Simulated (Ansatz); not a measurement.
```xyz
12

Si   -0.9183    0.4130   -0.7677
Si    0.3624   -1.0445    1.4315
F    -1.5386    1.1893   -2.0237
F    -1.2693   -1.0709   -1.1855
Cl   -1.8339    1.4057    0.7445
H     0.9537    0.1958   -0.0121
N     0.8288    0.8511   -1.0250
H     0.8134   -0.3307    2.6699
H     1.2802   -2.2201    1.2706
H    -0.9703   -1.6297    1.7707
H     1.2460    0.3951   -1.8333
H     1.0460    1.8459   -1.0402
```

A transition-state structure; geometry: PBE0-D4/def2-TZVP.

These are results of RKS PBE0-D4/def2-TZVPP in Ansatz 0.2.0, not measurements.

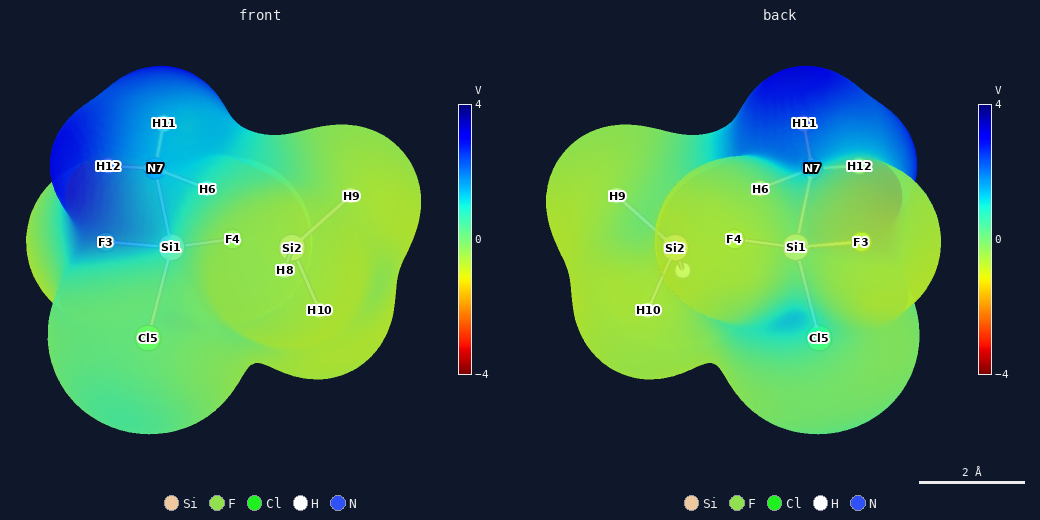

ClF2H3NSi···H3Si. The molecular electrostatic potential painted on the density surface at 0.002 e/bohr³, seen from the front and from behind; the colour scale runs from red (negative) to blue (positive).

Describe the electrostatic potential map.

The most negative region (about −0.8 V, or −18 kcal/mol for a unit charge) lies over F3 and F4, the most positive (about +3.1 V, or +71 kcal/mol for a unit charge) over H11 and H12. Cl5 shows a σ-hole: about +0.5 V, or +12 kcal/mol for a unit charge at the tip opposite its bond, against about −0.1 V on its flanks.
